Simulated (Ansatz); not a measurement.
The figure comes from a scan of CeO2 (fluorite): volume and axial ratio are varied about the relaxed values (subscript 0). Computed with PBEsol (plane waves to 420 eV, PAW, scalar-relativistic; Ansatz, an electronic-structure program). k mesh 11×11×11 (Γ-centred), Fermi-Dirac smearing 0.05 eV. E stands for the smeared free energy. CeO2 is run without spin polarisation. CeO2 was relaxed with its symmetry unable to fall. The PAW data are Ansatz's earlier set. The filling of the f shell was not checked against other fillings, so treat energies with care. The zero of ΔE is the relaxed starting cell.

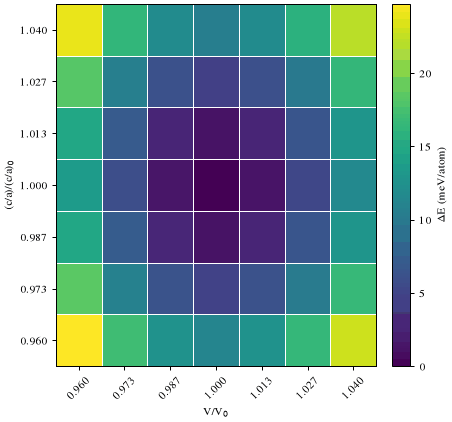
Figure. ΔE (meV/atom), one tile a computed point.

### Question
Read the plotted values off the figure, to the accuracy that the plot allows.

### Answer
To the nearest 5:

ΔE (meV/atom), with V/V₀ across and (c/a)/(c/a)₀ down:

| (c/a)/(c/a)₀ \ V/V₀ | 0.960 | 0.973 | 0.987 | 1.000 | 1.013 | 1.027 | 1.040 |
|---|---|---|---|---|---|---|---|
| 0.960 | 25 | 15 | 15 | 10 | 15 | 15 | 25 |
| 0.973 | 20 | 10 | 5 | 5 | 5 | 10 | 15 |
| 0.987 | 15 | 5 | 5 | 0 | 5 | 5 | 15 |
| 1.000 | 15 | 5 | 0 | 0 | 0 | 5 | 10 |
| 1.013 | 15 | 5 | 5 | 0 | 5 | 5 | 15 |
| 1.027 | 20 | 10 | 5 | 5 | 5 | 10 | 15 |
| 1.040 | 25 | 15 | 10 | 10 | 10 | 15 | 20 |

(A scan under strain: stresses follow from slopes of the energy per volume, elastic moduli from its curvatures.)
